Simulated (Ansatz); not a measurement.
# Fields on a plane of Os (fcc, Cu type)

```yaml
crystal:
  lattice:
    - [0.00000, 1.90125, 1.90125]
    - [1.90125, 0.00000, 1.90125]
    - [1.90125, 1.90125, 0.00000]
  atoms:
    - { symbol: Os, position: [0.00000, 0.00000, 0.00000] }
```

The slice is a {110} plane (indices of the conventional cell) through the point (0.000, 0.000, 0.000) (fractional), spanned by u = [100] and v = [1 -1 -1] in vectors of this cell: u (2.69 Å) and v (3.80 Å, at 90° to u). It covers one period; positions are fractions (u, v).

Atoms on it: Os at (0.00, 0.00).

Computed with LDA (plane waves to 420 eV, PAW, scalar-relativistic; Ansatz, a program for electronic structure). k mesh 21×21×21. Inside the PAW spheres the values are not all-electron values, and peaks at nuclei hang on which shells count as valence. Os is run without spin polarisation. Os was relaxed with its symmetry unable to fall. Spin-orbit coupling is left out, though Os is heavy. This is one of several known forms of Os; the measured ambient cells at hand have space group No. 194.

```
v \ u  0.00  0.15  0.30  0.45  0.60  0.75  0.90
-----  ----  ----  ----  ----  ----  ----  ----
0.93      x     x     x   9.2  <7.0     x     x
0.86      x     x     x  11.2   9.1     x     x
0.79      x     x   7.3  12.9  11.9  <7.0     x
0.71   <7.0   8.0  11.7  13.2  12.9  10.6  <7.0
0.64   12.9  13.0  12.8  12.0  12.2  13.0  13.0
0.57   15.2  14.5  12.4  10.4  10.9  13.2  14.9
0.50   15.8  14.8  12.1   9.7  10.2  13.1  15.3
0.43   15.2  14.5  12.4  10.4  10.9  13.2  14.9
0.36   12.9  13.0  12.8  12.0  12.2  13.0  13.0
0.29   <7.0   8.0  11.7  13.2  12.9  10.6  <7.0
0.21      x     x   7.4  12.9  11.9  <7.0     x
0.14      x     x     x  11.2   9.1     x     x
0.07      x     x     x   9.2  <7.0     x     x
0.00      x     x     x   8.3  <7.0     x     x
```

Values: electrostatic potential energy of an electron, from the cell's mean, in eV. Points within 1 Å of a nucleus are blanked (x), as the pseudised field means little there. Values under 7 eV are set to 7. The zero, the cell's mean, hangs on the PAW cores.

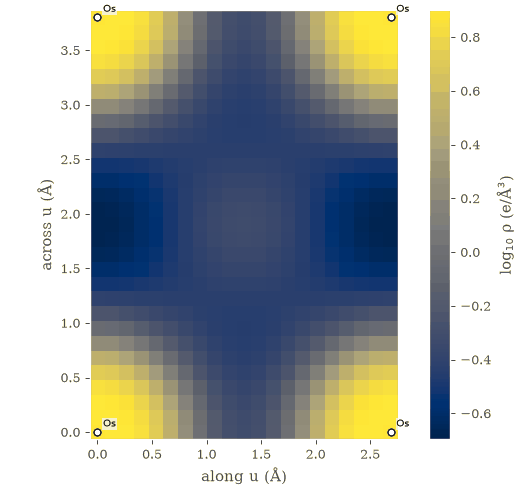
*Log₁₀ of the valence density in e/Å³, one period of the plane, atoms marked. The scale is logarithmic, as a density can span decades between atoms and voids.*

| Property | Result |
|---|---|
| Density on the Os–Os line (2.69 Å) at its midpoint | 0.48 e/Å³ |
| ELF at that point | 0.39 |
